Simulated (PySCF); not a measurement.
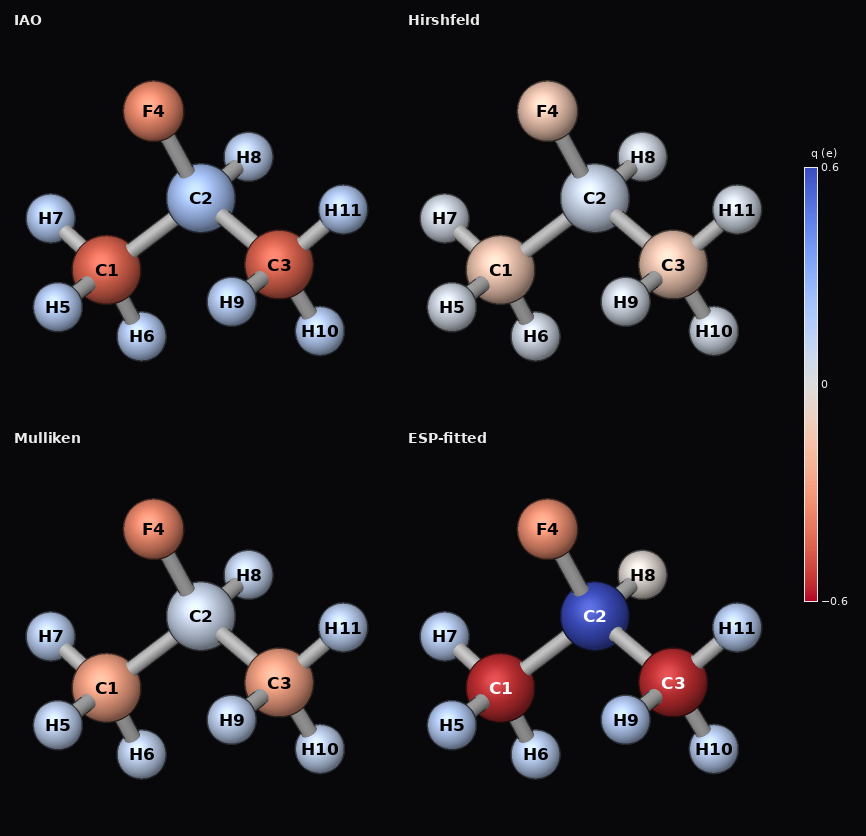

Atomic charges of one calculation by 4 schemes, on one colour scale. Computed geometry: GFN2-xTB optimisation. No frequency run is at hand to confirm it as a minimum. Method: PBE0/pcSseg-1 (PySCF 2.14.0).

Question: Which scheme gives the most polar picture (largest mean size of the charges)?

Answer: The ESP-fitted charges are the largest in size here, and the Hirshfeld charges the smallest.

Question: On which atom do the schemes disagree most?

Answer: On C2 (from 0.07 to 0.60 e).

List the charges (e), one line for each set of equivalent atoms.

```csv
atom,IAO,Hirshfeld,Mulliken,ESP-fitted
"C1, C3",−0.44,−0.13,−0.27,−0.55
C2,0.20,0.07,0.08,0.60
F4,−0.34,−0.13,−0.35,−0.32
"H5, H9",0.15,0.04,0.12,0.15
"H6, H10",0.15,0.05,0.11,0.14
"H7, H11",0.15,0.04,0.13,0.14
H8,0.13,0.04,0.10,−0.03
```
